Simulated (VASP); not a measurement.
Here is the system:

```xyz
3
Lattice="0.0000 2.1385 2.1385 2.1385 0.0000 2.1385 2.1385 2.1385 0.0000" Properties=species:S:1:pos:R:3 pbc="T T T"
Be     1.0692     1.0692     1.0692
Be     3.2077     3.2077     3.2077
C      0.0000     0.0000     0.0000
```

These are PBE GGA with D3 dispersion (Becke-Johnson damping), VASP's PBE PAW potentials (set 64) (plane waves; VASP 6.6.1) values and carry that method's errors. Numerical set-up: 520 eV cut-off, 10×10×10 Γ-centred mesh, tetrahedra with Blöchl corrections, potentials Be C.

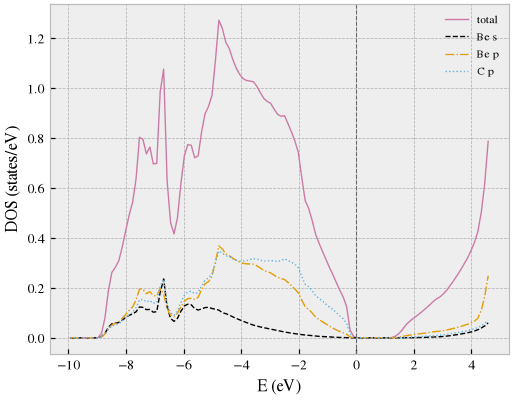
Total and projected density of states, zero at the valence-band maximum

Within 2 eV below the valence-band maximum the largest weight inside VASP's projection spheres is C p, then Be p.

The gap is indirect, 1.17 eV, from the valence maximum at Γ to the conduction minimum at X.

The compound is Be2C in the antifluorite structure. It was relaxed first.
